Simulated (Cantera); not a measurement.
Input: 1 mol PbO, 2.9 mol C, 2.3 mol N2, at 0.000950 bar.

Cantera equilibrium calculation (NASA polynomials, part measured and part estimated; ideal gas, pure solids and liquids). Candidate condensed phases: C, Pb, PbO, PbO2, Pb3O4; 27 gas species. The numbers say what is thermodynamically allowed, not how fast it happens.

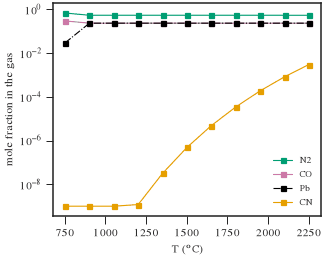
*Equilibrium gas composition (values under 1e-9 drawn at 1e-9)*

Task: Read off the mole fractions at 902 °C.

Result: N2 about 0.53, CO about 0.23, Pb about 0.23.
